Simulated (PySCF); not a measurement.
# C2H10BN: the cost of one run

The runs use PySCF 2.14.0, with density-fitted response routines of our own; the level of theory stands in each step. All values are computed, except where a source is named. Atoms count from 0, in the outputs and in this text.

### 1 Starting geometry

14 atoms, charge 0, multiplicity 1; geometry from: PBE0-D3(BJ)/def2-SVP.

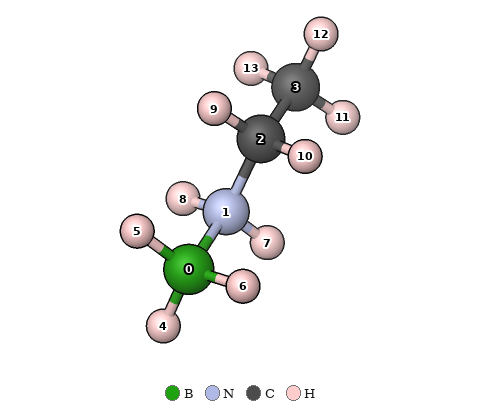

As it starts; boron green, nitrogen light blue, carbon dark grey, hydrogen pink, atoms numbered; sticks join atoms by distance.

### 2 Shielding tensors: PBE0/pcSseg-2

What the job is given:

```
{"job": {"kind": "nmr", "xc": "PBE0", "basis": "pcSseg-2", "pop": false}, "charge": 0, "multiplicity": 1}
B      2.044149    -0.388998    -0.051332
N      0.531644     0.116346    -0.371079
C     -0.515612    -0.457996     0.487544
C     -1.905739     0.048508     0.164790
H      2.761521     0.194282    -0.856337
H      2.029765    -1.603935    -0.216003
H      2.265260    -0.065513     1.110801
H      0.516174     1.135823    -0.300654
H      0.330166    -0.095162    -1.350285
H     -0.444267    -1.549847     0.379182
H     -0.228946    -0.230719     1.524445
H     -1.979893     1.141332     0.285626
H     -2.644940    -0.407450     0.839251
H     -2.202387    -0.201954    -0.866535
```

With the program's defaults for keys left out, this is: GIAO PBE0/pcSseg-2 NMR shielding, non-relativistic, gas phase.

The run is started by

```console
> OMP_NUM_THREADS=1 python probes_run.py task.json out
```

This one command runs all jobs of the session in turn.

Q: Estimate the wall time and peak memory of this first job on 1 thread of Intel Xeon Platinum 8259CL at 2.50GHz, shared host.

About 41 s, with a peak of 1.1 GiB.
